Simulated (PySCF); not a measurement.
B2F3H2Si (doublet)

```xyz
8

F     1.4676    1.8075   -0.5682
B     1.6924    0.5492   -0.1883
Si    0.1756   -0.5802    0.1735
B    -1.7125   -0.1333    0.0562
F    -2.1601    1.0645   -0.3034
F    -2.7005   -0.9819    0.3230
H     2.8299    0.2556   -0.1129
H     0.4167   -1.9719    0.5955
```

Geometry: GFN2-xTB.

Theory: PySCF, UKS B3LYP, pcH-1 on B F H Si, non-relativistic, mean-field spin-orbit, GIAO.

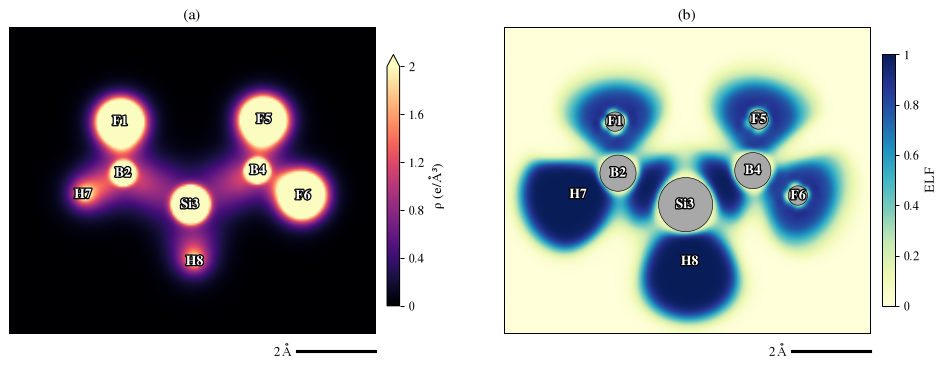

Figure 1. (a) electron density; (b) electron localisation function on the molecular plane. Grey discs cover the atomic cores in the ELF map.

Question: Read the bonding off the picture.

Answer:
- The section cuts through F, B, Si and H sites.
- B–F (1.33 Å): the density is about 2.2 e/Å³ at the midpoint; the ELF peaks at about 0.85 between the atoms (a shared but strongly polarised pair).
- Si–B (1.93 Å): ρ is about 0.88 e/Å³ halfway; the ELF peaks at about 1 between the atoms, as expected for a shared electron pair.
- B–H (1.18 Å): the density is about 1.3 e/Å³ at the midpoint; the ELF climbs to about 1 towards the hydrogen, as it does in any bond to H; a covalent bond by its length.
- Si–H (1.47 Å): the density is about 0.79 e/Å³ at the midpoint; the ELF climbs to about 1 towards the hydrogen.
- The ELF also peaks beside F6, F1 and F5, away from the bonds: non-bonding electrons, paired or unpaired.

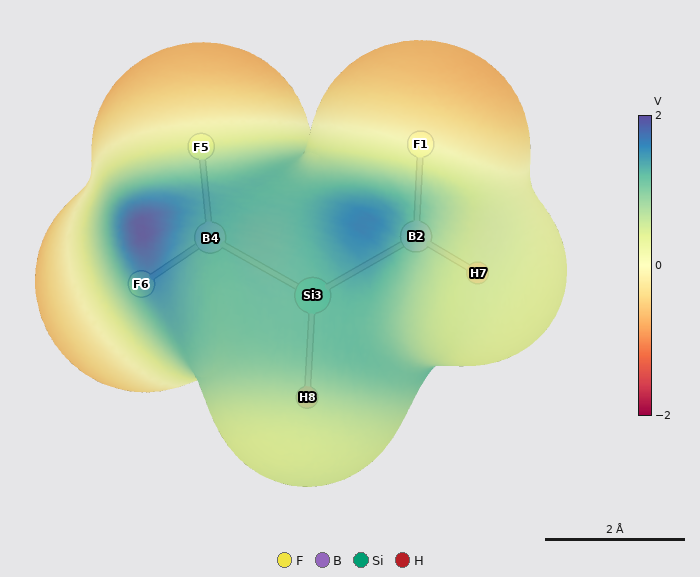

Figure 2. The electrostatic potential painted on the density surface at 0.002 e/bohr³, seen at a tilt; the colour scale runs from red (negative) to blue (positive).

Question: Describe the electrostatic potential map.

Answer: The most negative region (about −0.7 V) lies over F1, F5 and F6, the most positive (about +1.9 V) over B4.
